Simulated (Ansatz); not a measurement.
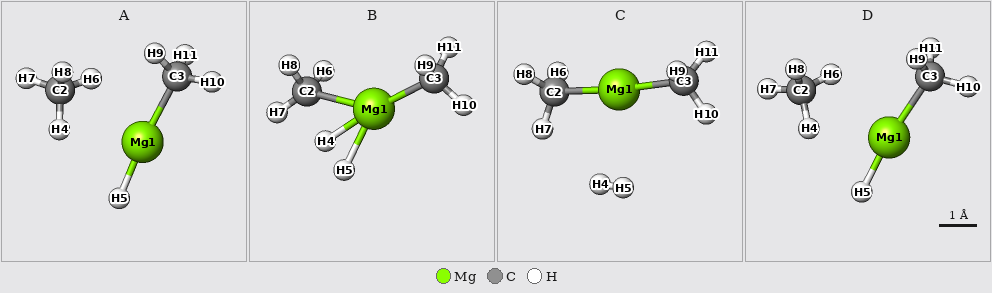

4 geometries from a converged minimum-energy path of C2H8Mg, made up of C₂H₆Mg and H2, shuffled. A ball-and-stick model, seen at a tilt.

Computed with RKS PBE-D4/def2-SVP in Ansatz. Settings: 5 movable images; climbing image; force threshold 0.05 eV/Å; iteration limit 60; starting path through a guess of the saddle point.

Q: Which frame is the transition state?

A: B. In order along the path, whose images run from 0 to 6: C (image 1, 0.00 eV), B (image 3, +0.92 eV), D (image 5, −0.48 eV), A (image 6, −0.50 eV). Breaking: H4–H5 (0.77 → 1.05 at the top → 2.76 Å), Mg1–C2 (2.11 → 2.27 at the top → 3.10 Å). Forming: C2–H4 (3.23 → 1.54 at the top → 1.11 Å), Mg1–H5 (2.74 → 1.92 at the top → 1.72 Å).

Limits of the set-up: the start holds two separate molecules, 2.7 Å apart at their closest, whose relative position is a soft coordinate.
